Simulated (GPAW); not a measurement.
# MoS2 (P6_3/mmc): G0W0 with GPAW, start to end, part 2 of 2

How does a plane-wave GW calculation on MoS2 (P6_3/mmc) run from the first input to the gap?

GPAW 26.7.0; LDA and many-body steps on it, plane waves. Known limits of the many-body steps: not at the basis limit; no spin-orbit coupling; coarse k mesh.

So far. Step 3 (Bands along the symmetry lines): The gap is 0.809 eV, −0.078 eV from the run before at this level. Step 4 (Empty states on the mesh, 6×6×2 mesh, 253 bands): On this mesh the gap is 0.809 eV.

The database entry behind the starting cell differs from later determinations by our own check (about 0.3 % long), so it need not match the best structure at ambient conditions.

## 5. Screening and self-energy, 6×6×2 mesh, 243 bands, screening to 100 eV

G0W0 replaces the xc potential by the self-energy, built once from these orbitals. Only a window of levels is corrected, while the sums run over the empty bands that the input names.

This step: G0W0 on LDA, plane waves, PAW.

Input file run.py:

```python
import json
import numpy as np
from gpaw.mpi import world
from gpaw.response.g0w0 import G0W0

gw = G0W0('full.gpw',
    filename='gw',
    kpts=[0, 4, 8],
    bands=(24, 28),
    ecut=100,
    nbands=243,
    integrate_gamma='WS',
    ppa=True)
gw.calculate()
res = {mode: {k: v for k, v in r.items() if k != 'sigma_eskwn'}
       for mode, r in gw.all_results.items()}

if world.rank == 0:
    with open('result.json', 'w') as f:
        json.dump(res, f, default=lambda x: x.tolist())
```

Launch:

```bash
$ mpirun -n 4 gpaw python run.py
```

Numbers of over 12 decimals in the logs are rounded to 6 here.

The log of the run:

```text
Using integrator: PointIntegrator
FrequencyGridDescriptor(from 0.000+0.000j to 0.000+27.211j eV, 2 points)
Nonperiodic BCs:  [False False False]
Using integrator: PointIntegrator
FrequencyGridDescriptor(from 0.000+0.000j to 0.000+27.211j eV, 2 points)
Nonperiodic BCs:  [False False False]
  ___  _ _ _
 |   || | | |
 | | || | | |
 |__ ||_____|
 |___|

BZ k-points: Symmetries present (total): 12

  [... matrices ...]
72 k-points: 6 x 6 x 2 Monkhorst-Pack grid + [1/12,1/12,1/4]
14 k-points in the irreducible part of the Brillouin zone
       k-points in crystal coordinates                weights
   0:     0.00000000    0.00000000    0.00000000          1/72
   1:     0.00000000    0.00000000    0.50000000          1/72
   2:     0.16666667    0.00000000    0.00000000          6/72
   3:     0.16666667    0.00000000    0.50000000          6/72
   4:     0.33333333   -0.16666667    0.00000000          6/72
   5:     0.33333333   -0.16666667    0.50000000          6/72
   6:     0.33333333    0.00000000    0.00000000          6/72
   7:     0.33333333    0.00000000    0.50000000          6/72
   8:     0.33333333    0.33333333    0.00000000          2/72
   9:     0.33333333    0.33333333    0.50000000          2/72
          ...
  13:     0.50000000    0.50000000    0.50000000          3/72

Distributing spins, k-points and bands (1 x 3 x 4) over 4 processes
Number of blocks: 1

Quasi particle states:
k-points (IBZ indices): [0, 4, 8]
Band range: (24, 28)
  [... matrices ...]
Computational parameters:
Plane wave cut-off: 100 eV
Number of bands: 243
Coulomb cutoff: None
Broadening: 0.1 eV

fxc modes: GW
Kernel: RPA
Using Godby-Needs plasmon-pole approximation:
  Fitting energy: i*E0, E0 = 1.000 Hartree
Summing all q:

Calculating screened Coulomb potential
No Coulomb truncation
FrequencyGridDescriptor(from 0.000+0.000j to 0.000+27.211j eV, 2 points)
Removing empty qpoint cache files...

Calculating chi0 body with:
    Ground state adapter containing:
    Number of spins: 1
    Number of kpoints: 72
    Number of irreducible kpoints: 14
    Number of completely occupied states: 26
    Number of partially occupied states: 26
    Occupied states memory: 6.3984375 M / cpu

    Linear response parametrization:
    q_c: [1.3877787807814457e-17, 1.3877787807814457e-17, 0.0]
    Number of frequency points: 2
    Planewave cutoff: 100.0
    Number of bands: 243
    Number of planewaves: 255
    Broadening (eta): 1e-06
    comm.size: 4
    kncomm.size: 4
    blockcomm.size: 1

    Memory estimate of potentially large arrays:
        chi0_wGG: 1.984406 M / cpu
Integrating chi0 body.

Symmetries of q_c:
    Direct symmetries (Uq -> q): 12
    Indirect symmetries (TUq -> q): 0
In total 12 allowed symmetries.

  [... matrices ...]
14 groups of equivalent kpoints. 80.555556% reduction.

Integral kind: response function
Integrating chi0 head and wings.

Symmetries of q_c:
    Direct symmetries (Uq -> q): 12
    Indirect symmetries (TUq -> q): 0
In total 12 allowed symmetries.

  [... matrices ...]
14 groups of equivalent kpoints. 80.555556% reduction.

Integral kind: response function wings

Calculating chi0 body with:
    Ground state adapter containing:
    Number of spins: 1
    Number of kpoints: 72
    Number of irreducible kpoints: 14
    Number of completely occupied states: 26
    Number of partially occupied states: 26
[... the further q-points ...]

Results:
f:      Occupation numbers
eps:     KS-eigenvalues [eV]
vxc:     KS vxc [eV]
exx:     Exact exchange [eV]
sigma:   Self-energies [eV]
dsigma:  Self-energy derivatives
Z:       Renormalization factors
qp:      QP-energies [eV]

k-point 0 (0): (0.000, 0.000, 0.000)                GW
band       f     eps     vxc     exx   sigma  dsigma       Z      qp
                                                                   GW
  24   1.000   6.787 -16.293 -18.450   1.990  -0.283   0.779   6.657
  25   1.000   7.947 -19.433 -19.675   0.919  -0.287   0.777   8.472
  26   0.000  10.024 -18.779 -13.861  -3.690  -0.282   0.780  10.982
  27   0.000  10.024 -18.779 -13.861  -3.690  -0.282   0.780  10.982

k-point 1 (4): (0.333, -0.167, 0.000)                GW
band       f     eps     vxc     exx   sigma  dsigma       Z      qp
                                                                   GW
  24   1.000   6.450 -18.686 -19.733   1.662  -0.291   0.774   6.927
  25   1.000   6.475 -18.796 -19.779   1.653  -0.292   0.774   6.993
  26   0.000   8.756 -17.811 -13.388  -3.262  -0.273   0.785   9.668
  27   0.000   9.535 -19.588 -14.593  -3.617  -0.287   0.777  10.605

k-point 2 (8): (0.333, 0.333, 0.000)                GW
band       f     eps     vxc     exx   sigma  dsigma       Z      qp
                                                                   GW
  24   1.000   7.144 -18.861 -19.024   0.936  -0.284   0.779   7.746
  25   1.000   7.316 -19.379 -19.448   0.890  -0.286   0.778   7.954
  26   0.000   8.952 -20.859 -16.199  -3.087  -0.288   0.777  10.174
  27   0.000   8.952 -20.859 -16.199  -3.087  -0.288   0.777  10.174
```

It took 4.4 min on 4 MPI ranks of Arm Neoverse V2, shared host; peak memory 1.8 GiB; 17 min of CPU time.

This step gave:

```
G0W0 gap on the points computed              : 1.196 eV
least direct G0W0 gap on the computed points : 2.220 eV
Z at the valence top                         : 0.7770
Z at the conduction bottom                   : 0.7853
starting gap on the mesh                     : 0.8093 eV
k of the valence top                         : 0, 0, 0
k of the conduction bottom                   : 0.3333, -0.1667, 0
```

The gap on the mesh goes from 0.81 eV to 1.20 eV, a correction of +0.39 eV. The start differs from the 0.89 eV found before because the two sample other k points.

Limits: finite bands, cutoff and mesh; no spin-orbit coupling; coarse k mesh. v1 is the top filled band, c1 the lowest empty one. The levels before and after the correction (eV, zero at the valence-band top of each column):

|  | conduction bottom | valence top |
| --- | --- | --- |
| Kohn-Sham | 0.81 | 0.00 |
| G0W0 | 1.20 | 0.00 |

|  | level | energy (eV) |
| --- | --- | --- |
| Kohn-Sham | Γ v2 | -1.159 |
| Kohn-Sham | Γ v1 | 0.000 |
| Kohn-Sham | Γ c1-c2 | 2.077 |
| Kohn-Sham | (0.333 -0.167 0) v2 | -1.496 |
| Kohn-Sham | (0.333 -0.167 0) v1 | -1.472 |
| Kohn-Sham | (0.333 -0.167 0) c1 | 0.809 |
| Kohn-Sham | (0.333 -0.167 0) c2 | 1.588 |
| G0W0 | Γ v2 | -1.815 |
| G0W0 | Γ v1 | 0.000 |
| G0W0 | Γ c1-c2 | 2.510 |
| G0W0 | (0.333 -0.167 0) v2 | -1.545 |
| G0W0 | (0.333 -0.167 0) v1 | -1.479 |
| G0W0 | (0.333 -0.167 0) c1 | 1.196 |
| G0W0 | (0.333 -0.167 0) c2 | 2.133 |

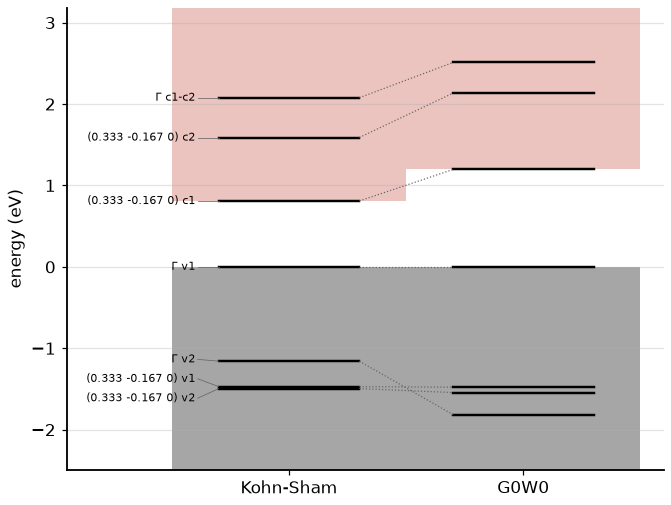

Levels before and after the correction. Shaded: valence and conduction bands.

## 6. Where the time went

Times are wall times on 4 MPI ranks of Arm Neoverse V2, shared host, good to a factor of about two.

| step | time | share | memory (GiB) |
| --- | --- | --- | --- |
| ground state | 11 s | 3 % | 0.74 |
| bands along the symmetry lines | 24 s | 7 % | 0.89 |
| empty states on the mesh | 48 s | 14 % | 2.6 |
| screening and self-energy | 4.4 min | 76 % | 1.8 |

## 7. Results

```yaml
lda_gap: 0.81 eV, indirect
g0w0_gap_on_the_mesh: 1.20 eV
gw_settings: 6×6×2 mesh, 243 bands, screening to 100 eV, Godby-Needs plasmon pole
known_limits: not at the basis limit; no spin-orbit coupling; coarse k mesh
```

In words: G0W0 moves the gap on the mesh from 0.81 eV to 1.20 eV (+0.39 eV), with Z of 0.78 and 0.79 at the edges. Only 3 of the mesh's irreducible points were corrected, so a valley elsewhere could overtake. The dearest step here is «screening and self-energy». Bands and cutoff are finite, so the gap is not at the basis limit. The miss can reach some tenths of an eV and take either sign; the mesh is an error of its own. These stock PAW sets were not made for GW. In the G0W0 run levels were corrected at 3 k points alone, so a gap called «on the mesh» is the least over those, and an edge elsewhere would be missed. The 6×6×2 mesh is coarse for this cell, which bears on the long-range parts of exchange and screening. The many-body steps are scalar-relativistic: spin-orbit coupling is not in them.

[Paths, hosts, dates, memory and timing lines, banners, echoed tables and standing remarks are left out of the program output.]

[Logs are printed without paths, hosts, clocks, repeated set-up lines and the standing remarks that a program may print on its own settings, such as how far it seeks lower states.]

[Runs of the session that timed out or met a known fault of the program may be left out.]

[Hosts, paths, dates, database ids (printed as entryN), source tags and the programs' standing remarks are cut or masked in the printed files.]
